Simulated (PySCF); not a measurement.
# C₇H₈OS: excited states, first hyperpolarisability

Computed with PySCF 2.14.0 and routines of our own; the level stands in each step. Atoms count from 0.

## Step 1: The system as given

17 atoms, charge 0, multiplicity 1; geometry from: GFN2-xTB.

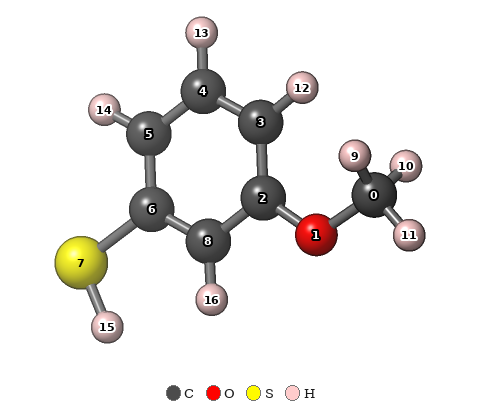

The starting geometry (carbon dark grey, oxygen red, sulfur yellow, hydrogen pink).

## Step 2: Optimising the geometry at PBE0-D3(BJ)/def2-SVP

Job settings and geometry (Å):

```
{"job": {"xc": "PBE0", "basis": "def2-SVP", "d3": "d3bj", "grid": 2, "kind": "geom"}, "charge": 0, "multiplicity": 1}
C     -2.597777    -1.126013     0.514326
O     -1.391968    -1.317890    -0.185207
C     -0.409840    -0.384164    -0.058693
C     -0.501410     0.778003     0.699063
C      0.574052     1.651575     0.745026
C      1.736371     1.390958     0.050189
C      1.825184     0.227496    -0.707231
S      3.326675    -0.087282    -1.586097
C      0.763030    -0.654968    -0.763521
H     -3.099647    -0.202855     0.207432
H     -2.435322    -1.109398     1.596983
H     -3.224848    -1.978386     0.257267
H     -1.394860     1.013595     1.254052
H      0.496763     2.551915     1.335992
H      2.572112     2.071476     0.087863
H      2.943326    -1.247975    -2.114167
H      0.811162    -1.564057    -1.343189
```

Started as:

```
$ OMP_NUM_THREADS=1 python excited_run.py task.json out
```

This one command runs all jobs of the session in turn.

Q: Estimate the wall time and peak memory of this first job on 1 thread of AMD EPYC 9R45, shared host.

About 61 s, with a peak of 0.79 GiB.
